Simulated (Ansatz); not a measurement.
We consider hcp Co, described by PBE-D4 in Ansatz (plane waves, PAW).

Run with plane-wave cutoff 520 eV, 24×24×14 k mesh (along the axes of the cell as run), Fermi–Dirac smearing 0.05 eV, spin-polarised with parallel moments, scalar-relativistic PAW data made under PBE.

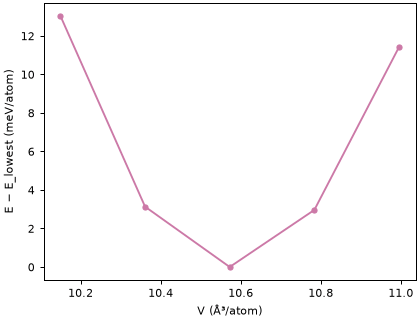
Figure: Total energy against volume

**Question.** From the curve, estimate the equilibrium volume and the bulk modulus.

**Answer.** V0 ≈ 10.6 Å³/atom and B0 ≈ 230 GPa; the fit gives V0 = 10.572 Å³/atom, B0 = 231 GPa, B′ = 4.2.

Shape and atoms are relaxed at each volume.

Measured, for comparison: bulk modulus 193 GPa (zero-point energy and finite temperature contributions removed, our sources range from 193 to 198; as tabulated in doi:10.1021/acs.jctc.3c00612). Computed (rounded) less measured: bulk modulus +20 % (+17 % to +20 % over the range).

Note: the bulk modulus comes from volumes at which shape and atoms were relaxed.

Computing time: very roughly 8 core-minutes.

Ansatz is a program for electronic structure.
